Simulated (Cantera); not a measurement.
Feed: 1 mol Nb, 1.2 mol O2, 67 mol H2, held at 10.0 Torr.

Cantera equilibrium calculation (NASA polynomials, part measured and part estimated; ideal gas, pure solids and liquids). Candidate condensed phases: H2O, Nb, NbO, NbO2, Nb2O5; 12 gas species. Mutual solubility and eutectic melting of coexisting phases are not modelled. NbO: taken at fixed stoichiometry. Condensed phases not in the tables: the oxides between NbO2 and Nb2O5. Rates play no part.

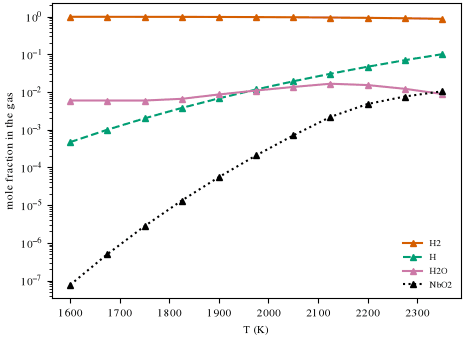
Figure: Equilibrium gas composition (values under 1e-9 drawn at 1e-9)

Question: Read off the mole fractions at 1975 K.

Answer: H2 about 0.98, H about 0.012, H2O about 0.011, NbO2 about 0.00021.
